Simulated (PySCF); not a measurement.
SMILES s1cccc1C=Cc1ccc[se]1 (C10H8SSe) at its GFN2-xTB optimised geometry (Å):

```
20

C     -0.1398    -0.6581     0.0000
C      0.2194     0.6415     0.0000
C     -0.6904     1.7449     0.0000
C     -2.0645     1.7449     0.0000
C     -2.6668     3.0171     0.0000
C     -1.7988     4.0651     0.0001
Se    -0.0326     3.5124     0.0000
C      0.7721    -1.7576    -0.0001
C      2.1462    -1.7796    -0.0002
C      2.6813    -3.0792    -0.0002
C      1.7237    -4.0453    -0.0001
S      0.1410    -3.3835    -0.0001
H     -1.1874    -0.9243     0.0000
H      1.2708     0.9007    -0.0001
H     -2.6441     0.8380     0.0000
H     -3.7360     3.1496     0.0000
H     -2.0528     5.1097     0.0001
H      2.7525    -0.8922    -0.0002
H      3.7360    -3.2904    -0.0003
H      1.8498    -5.1097    -0.0001
```

Level of theory: PySCF 2.14.0 with PBE/def2-SVP.

Map of the HOMO−1 amplitude (bohr^(-3/2)) on the plane z = 1.0 Å; orbital energy -5.94 eV, overall sign arbitrary:

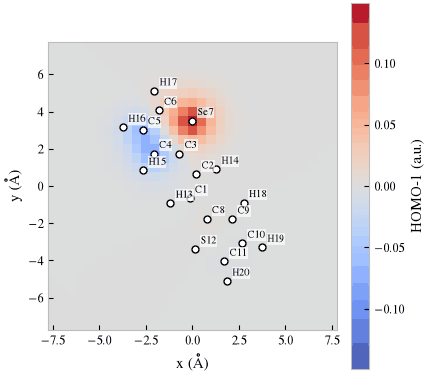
*HOMO−1 amplitude (bohr^(-3/2)) on the plane z = 1.0 Å.*
